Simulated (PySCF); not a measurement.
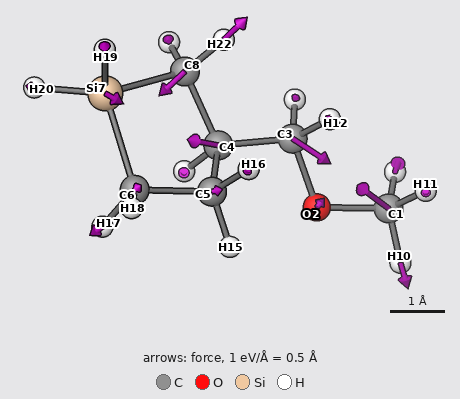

Starting geometry of C₆H₁₄OSi with the computed forces as purple arrows. Style: ball-and-stick. Shown at a tilt.

The start comes from GFN2-xTB. Its atoms were then displaced at random by about 0.01 Å.

All numbers below come from PBE0-D3(BJ)/def2-SVP geometry optimisation, gas phase in PySCF. 

> What follows when this structure is relaxed?

It isn't relaxed: the largest force vector, on a C atom, is 2.65 eV/Å. The final displacements follow the starting forces only in part (cosine between the two patterns 0.31). After 5 geometry steps the energy has fallen by 4.54 kcal/mol. An H atom moves most after the best rigid fit: 0.11 Å. Largest moves by element: H 0.11 Å, C 0.06 Å, O 0.05 Å, Si 0.03 Å. Some distances before and after: C–H 1.064 → 1.105 Å, C–C 1.474 → 1.514 Å, C–O 1.421 → 1.391 Å, H–Si 1.467 → 1.497 Å. Bond angles that change, for instance: H–C–H 112.4° → 108.5°, C–C–H 110.5° → 106.9°, O–C–H 108.8° → 112.1°. Cost: 3.2 min on 1 thread of Arm Neoverse N1, with other jobs on the host.
